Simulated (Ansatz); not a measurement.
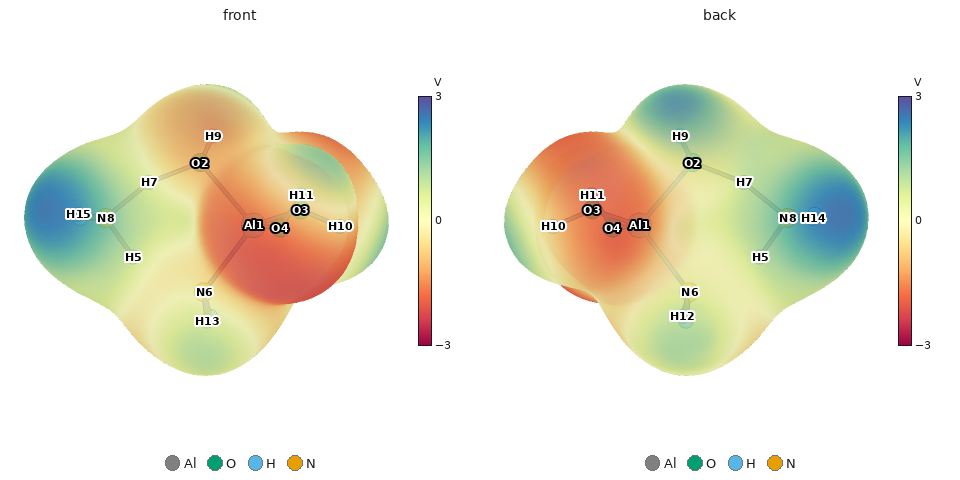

Figure. AlH$_{9}$N$_{2}$O$_{3}$. The molecular electrostatic potential painted on the density surface at 0.002 e/bohr³, seen from the front and from behind; the colour scale runs from red (negative) to blue (positive).

A transition-state structure; geometry: PBE0-D4/def2-TZVP.

Method: Ansatz 0.2.0, RKS PBE0-D4/def2-TZVPP.

Input

```
crystal:
  periodic: [false, false, false]
  atoms:
    - {symbol: Al, position_ang: [-0.532662, -0.246731, -0.958754]}
    - {symbol: O, position_ang: [-0.506668, -1.183684, 0.635922]}
    - {symbol: O, position_ang: [0.103428, -1.487993, -1.985455]}
    - {symbol: O, position_ang: [-2.083117, 0.448325, -1.248770]}
    - {symbol: H, position_ang: [0.893385, 0.930588, 1.127736]}
    - {symbol: N, position_ang: [0.607777, 1.186014, -0.585125]}
    - {symbol: H, position_ang: [0.156253, -0.561481, 1.469465]}
    - {symbol: N, position_ang: [0.805371, 0.353785, 2.025139]}
    - {symbol: H, position_ang: [-0.252881, -2.100176, 0.505537]}
    - {symbol: H, position_ang: [-0.003070, -1.447706, -2.932845]}
    - {symbol: H, position_ang: [-2.865364, -0.095328, -1.308409]}
    - {symbol: H, position_ang: [1.488952, 1.167194, -1.084549]}
    - {symbol: H, position_ang: [0.185120, 2.085518, -0.782979]}
    - {symbol: H, position_ang: [1.713685, 0.094546, 2.387325]}
    - {symbol: H, position_ang: [0.289591, 0.857129, 2.735762]}
basis:
  gaussian: {orbitals: def2-TZVPP}
hamiltonian: {xc: pbe0, dispersion: d4}
output: {orbitals: {seedname: orbitals}}
```

Launched as:

```sh
ansatz run in.yaml --threads 4 --pin off --events-out ev --progress --plain --max-ram 66560MiB --backend cuda --devices 0, --max-vram 37GiB
```

**Where is the surface potential most negative and most positive?**

The most negative region (about −2.2 V, or −51 kcal/mol for a unit charge) lies over O4, the most positive (about +2.5 V, or +58 kcal/mol for a unit charge) over H14 and H15. O4 is the likeliest acceptor of a hydrogen bond.
